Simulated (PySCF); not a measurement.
CHO$_{2}$ (charge −1): single-point calculation

System: CHO$_{2}$ (formate(1-)), charge −1, SMILES O=C[O-].
Method: FCI/STO-6G, RHF (PySCF 2.14.0).

The geometry comes from this level: PBE0-D4/def2-TZVPD.

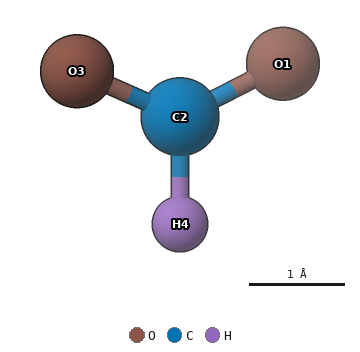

**Figure 1.** The structure (ball-and-stick view, seen at a tilt; atoms are numbered from 1 in the order of the input).

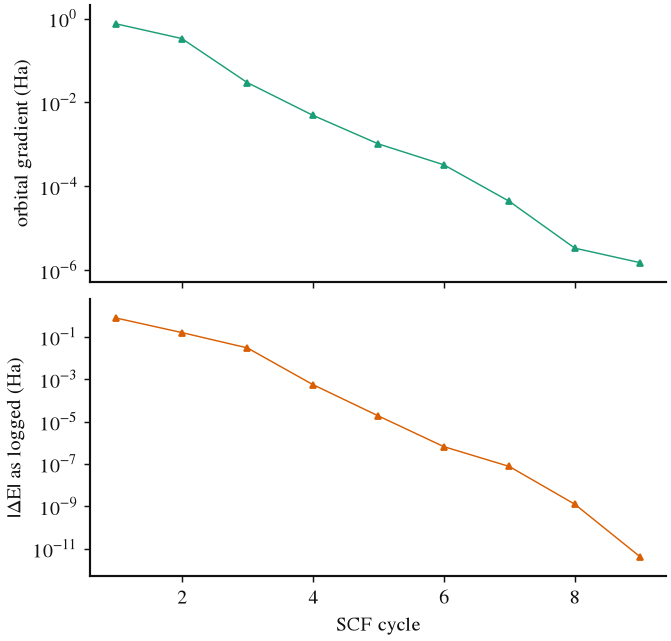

**Figure 2.** Convergence of the self-consistent field: orbital gradient and size of the energy change against the SCF cycle. The residual falls at every step.

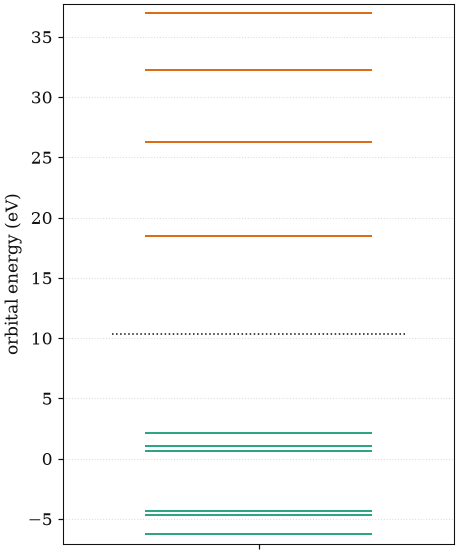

**Figure 3.** Orbital energies near the frontier (SCF reference); the dotted line parts filled from empty levels, and levels within 0.02 eV of each other stand side by side. Highest filled 2.15 eV, lowest empty 18.48 eV, 16.33 eV apart.

The input that produced these results follows, with the program's output.

## Input file (input.py)
```python
from pyscf import gto, scf, mcscf
from pyscf import fci

mol = gto.M(
    atom='''
O   -1.183780   0.021190   0.418310
C   -0.008510  -0.020630   0.007780
O    0.790720  -0.973690  -0.058790
H    0.401570   0.973130  -0.367300
''',
    charge=-1,
    max_memory=1860,
    verbose=4,
    basis='sto-6g',
)

mf = scf.RHF(mol)
mf.conv_tol = 1e-10
mf.kernel()
if not mf.converged:
    mf = mf.newton().run(mf.mo_coeff, mf.mo_occ)

cas = mcscf.CASCI(mf, mf.mo_coeff.shape[-1] - 3, (mol.nelec[0] - 3, mol.nelec[1] - 3))  # full CI above the frozen core
cas.fcisolver = fci.direct_spin0.FCI(mol)  # even spin states alone
cas.kernel()
print('<S^2> = %.4f' % cas.fcisolver.spin_square(cas.ci, cas.ncas, cas.nelecas)[0])
e_tot = cas.e_tot
print('Final energy', e_tot)
```

Launched with:
```bash
OMP_NUM_THREADS=1 python input.py
```

## What the program printed
```
PySCF version 2.14.0

[INPUT] num. atoms = 4
[INPUT] num. electrons = 24
[INPUT] charge = -1
[INPUT] spin (= nelec alpha-beta = 2S) = 0
[INPUT] symmetry False subgroup None
[INPUT] Mole.unit = angstrom
[INPUT] Symbol           X                Y                Z      unit          X                Y                Z       unit  Magmom
[INPUT]  1 O     -1.183780000000   0.021190000000   0.418310000000 AA   -2.237019991738   0.040043296580   0.790491335167 Bohr   0.0
[INPUT]  2 C     -0.008510000000  -0.020630000000   0.007780000000 AA   -0.016081569320  -0.038985049950   0.014702069249 Bohr   0.0
[INPUT]  3 O      0.790720000000  -0.973690000000  -0.058790000000 AA    1.494244241216  -1.840007430228  -0.111096998863 Bohr   0.0
[INPUT]  4 H      0.401570000000   0.973130000000  -0.367300000000 AA    0.758857319842   1.838949183598  -0.694096405553 Bohr   0.0

nuclear repulsion = 62.7600278785357
number of shells = 10
number of NR pGTOs = 96
number of NR cGTOs = 16
basis = sto-6g
ecp = {}

******** <class 'pyscf.scf.hf.RHF'> ********
method = RHF
initial guess = minao
damping factor = 0
level_shift factor = 0
DIIS = <class 'pyscf.scf.diis.CDIIS'>
diis_start_cycle = 1
diis_space = 8
diis_damp = 0
SCF conv_tol = 1e-10
SCF conv_tol_grad = None
SCF max_cycles = 50
direct_scf = True
direct_scf_tol = 1e-13
Set gradient conv threshold to 1e-05
Initial guess from minao.
init E= -187.830175187104
  HOMO = -0.282932467074403  LUMO = 0.167783212257373  gap/eV = 12.26460
cycle= 1 E= -187.067101431817  delta_E= 0.763  |g|= 0.745  |ddm|= 2.83
  HOMO = 0.149613508602921  LUMO = 0.6467963023428  gap/eV = 13.52903
cycle= 2 E= -187.225165445102  delta_E= -0.158  |g|= 0.333  |ddm|= 1.33
  HOMO = 0.0842771689517687  LUMO = 0.682173421111275  gap/eV = 16.26959
cycle= 3 E= -187.255076840315  delta_E= -0.0299  |g|= 0.0297  |ddm|= 0.393
  HOMO = 0.0765009239201397  LUMO = 0.679535776909001  gap/eV = 16.40941
cycle= 4 E= -187.255632647814  delta_E= -0.000556  |g|= 0.00495  |ddm|= 0.072
  HOMO = 0.0789300293235093  LUMO = 0.678691549553285  gap/eV = 16.32034
cycle= 5 E= -187.255651195389  delta_E= -1.85e-05  |g|= 0.00103  |ddm|= 0.0144
  HOMO = 0.0790413752187247  LUMO = 0.679202090870686  gap/eV = 16.33120
cycle= 6 E= -187.255651851533  delta_E= -6.56e-07  |g|= 0.000327  |ddm|= 0.00214
  HOMO = 0.0790451788361435  LUMO = 0.679125955414584  gap/eV = 16.32903
cycle= 7 E= -187.255651927615  delta_E= -7.61e-08  |g|= 4.41e-05  |ddm|= 0.000937
  HOMO = 0.0790551215307194  LUMO = 0.679141068508468  gap/eV = 16.32917
cycle= 8 E= -187.255651928874  delta_E= -1.26e-09  |g|= 3.38e-06  |ddm|= 0.000144
  HOMO = 0.0790558644674022  LUMO = 0.67914064452097  gap/eV = 16.32914
cycle= 9 E= -187.255651928878  delta_E= -4.12e-12  |g|= 1.52e-06  |ddm|= 7.72e-06
  HOMO = 0.0790559650257645  LUMO = 0.679140483144919  gap/eV = 16.32913
Extra cycle  E= -187.255651928879  delta_E= -5.97e-13  |g|= 8.32e-07  |ddm|= 3.26e-06
converged SCF energy = -187.255651928879

******** <class 'pyscf.mcscf.casci.CASCI'> ********
CAS (9e+9e, 13o), ncore = 3, nvir = 0
natorb = False
canonicalization = True
sorting_mo_energy = False
******** <class 'pyscf.fci.direct_spin0.FCISolver'> ********
max. cycles = 100
conv_tol = 1e-10
davidson only = False
linear dependence = 1e-14
level shift = 0.001
max iter space = 12
nroots = 1
pspace_size = 400
spin = None
Density matrix diagonal elements [1.99332948 1.99301233 1.9841867  1.98681333 1.96293548 1.98104749
 1.98310421 1.97893234 1.9077859  0.12946992 0.0353803  0.03811099
 0.02589153]
CASCI converged
CASCI E = -187.431106458230  E(CI) = -70.7827789854363  S^2 = 0.0000000
<S^2> = 0.0000
Final energy -187.4311064582305
```

## Key numbers

- outcome: converged
- total energy: −187.431106 hartree
- SCF energy: −187.255652 hartree
- correlation energy: −0.175455 hartree
- basis functions: 16
- HOMO of the SCF reference: 2.15 eV
- LUMO of the SCF reference: 18.48 eV
- hardware: 1 thread of Arm Neoverse V1, 24 GiB of memory available, shared host
- wall time: 10 s
- peak memory: 0.23 GiB

## Notes

The record of the run, not the program, notes: dipole of an ion depends on the origin.
